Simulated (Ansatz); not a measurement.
# C3H2O (2-cyclopropen-1-one): a line through the functionals

C3H2O has 6 atoms, charge 0, and is taken as a singlet. As SMILES, `O=c1cc1`. The coordinates come from a PBE0-D4/def2-TZVP relaxation.

The vertical energy of the triplet above the singlet y, in eV, basis def2-SVPD; a is the functional's share of exact exchange. Programs: Ansatz 0.2.0.

| functional | program | a | y (eV) |
| --- | --- | --- | --- |
| r2SCAN | Ansatz | 0 | 3.62 |
| PBE | Ansatz | 0 | 3.66 |
| B3LYP | Ansatz | 0.2 | 3.79 |
| PBE0 | Ansatz | 0.25 | 3.76 |
| r2SCAN0 | Ansatz | 0.25 | ? |
| BHLYP | Ansatz | 0.5 | 3.85 |

Q: Fit y = c + s·a to the known rows and predict r2SCAN0.

A: 
1. Means of the 5 rows: a = 0.1900, y = 3.736.
2. Σ(Δa)² = 0.172, Σ(Δa·Δy) = 0.0738, so the slope is 0.0738/0.172 = 0.42907.
3. Intercept: 3.736 − (0.42907) × 0.1900 = 3.654. The largest residual of the fit is 0.050.
4. r2SCAN0: 3.654 + (0.42907) × 0.25 = 3.76 eV.

The run gave 3.66 eV, so the prediction is off by +0.10 eV, more than the scatter of the fit. The rows mix families of semi-local functionals, which the line can't see.

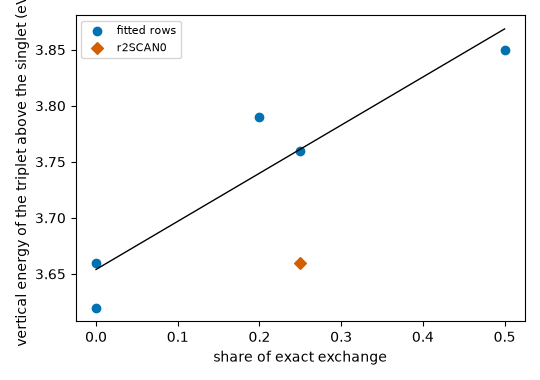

The fitted line, with the withheld row.
